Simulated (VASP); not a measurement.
Band structure of BaS (rock salt). These are r2SCAN meta-GGA with spin-orbit coupling, VASP's PBE PAW potentials (set 64) (plane waves; VASP) values and carry that method's errors.

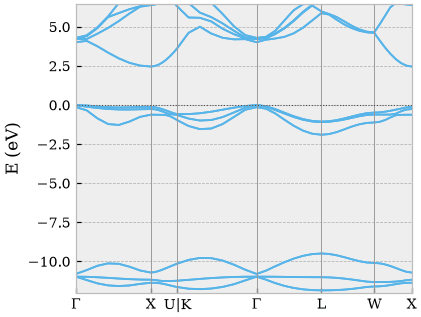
Figure. Bands along high-symmetry lines, zero at the valence-band maximum or, without a gap, the Fermi level

### Question
Read the plot: is there a gap, and where are the band edges?

### Answer
The gap is indirect, 2.46 eV, from the valence maximum at Γ to the conduction minimum at X.

The compound is BaS in the rock salt structure. It was relaxed first.
